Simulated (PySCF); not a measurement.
# C2H9B2ClSi (SMILES BBC[SiH2]CCl): what the fields show

```yaml
atoms:
  - { symbol: B, position_ang: [2.7490, -0.4320, 0.9210] }
  - { symbol: B, position_ang: [1.8327, 0.4683, -0.0729] }
  - { symbol: C, position_ang: [0.3366, 0.8348, 0.2220] }
  - { symbol: Si, position_ang: [-0.7570, -0.5010, -0.5794] }
  - { symbol: C, position_ang: [-2.5895, -0.0351, -0.2563] }
  - { symbol: Cl, position_ang: [-2.9009, -0.0771, 1.5006] }
  - { symbol: H, position_ang: [3.4874, 0.0167, 1.7155] }
  - { symbol: H, position_ang: [2.7444, -1.6056, 0.8719] }
  - { symbol: H, position_ang: [2.2457, 0.8519, -1.1089] }
  - { symbol: H, position_ang: [0.0420, 1.7958, -0.2030] }
  - { symbol: H, position_ang: [0.0906, 0.8578, 1.2841] }
  - { symbol: H, position_ang: [-0.6092, -0.5586, -2.0416] }
  - { symbol: H, position_ang: [-0.5426, -1.8279, 0.0045] }
  - { symbol: H, position_ang: [-2.8555, 0.9637, -0.5937] }
  - { symbol: H, position_ang: [-3.2781, -0.7437, -0.7084] }
```

Geometry: GFN2-xTB.

These are results of PBE0/pcSseg-1, SCF density, gas phase, non-relativistic (PySCF), not measurements.

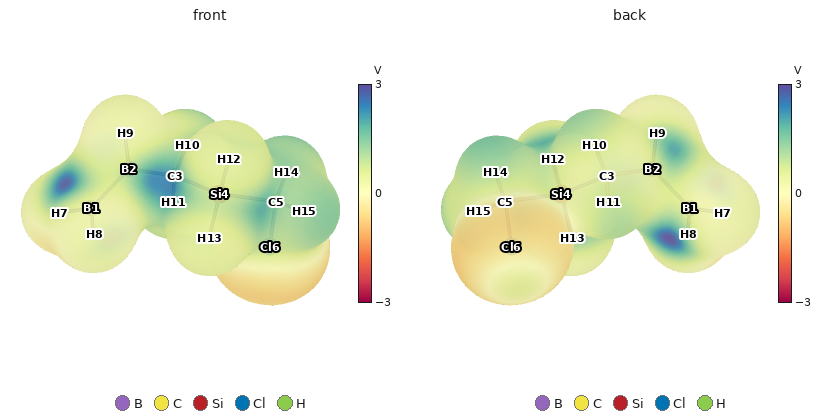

Figure 1. The molecular electrostatic potential painted on the density surface at 0.004 e/bohr³, seen from the front and from behind; red is negative and blue positive.

Describe the electrostatic potential map.

The most negative region (about −0.7 V) lies over Cl6, the most positive (about +2.5 V) over B1. Cl6 shows a σ-hole: about +0.5 V at the tip opposite its bond, against about −0.4 V on its flanks.

What dipole moment does the calculation give?

Its dipole moment is 1.66 D.

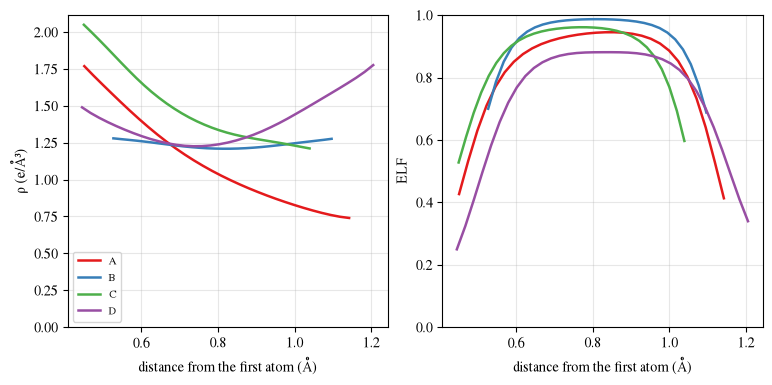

Figure 2. Total electron density and electron localisation function along straight lines between neighbouring atoms. The curves leave out the atomic cores.

Which curve belongs to which contact (B–B, C–B, C–Cl and C–Si)? The first atom named is at distance zero.

Curve A: C–Si (1.90 Å): the density is about 0.87 e/Å³ at the midpoint; the ELF peaks at about 0.95 between the atoms; a shared electron pair. Curve B: B–B (1.62 Å): the density is about 1.2 e/Å³ at the midpoint; the ELF peaks at about 1 between the atoms, as expected for localised, covalent bonding. Curve C: C–B (1.57 Å): ρ at the midpoint is about 1.4 e/Å³; the ELF peaks at about 0.95 between the atoms: localised, covalent bonding. Curve D: C–Cl (1.78 Å): ρ at the midpoint is about 1.3 e/Å³; the ELF peaks at about 0.90 between the atoms, as expected for a covalent bond.
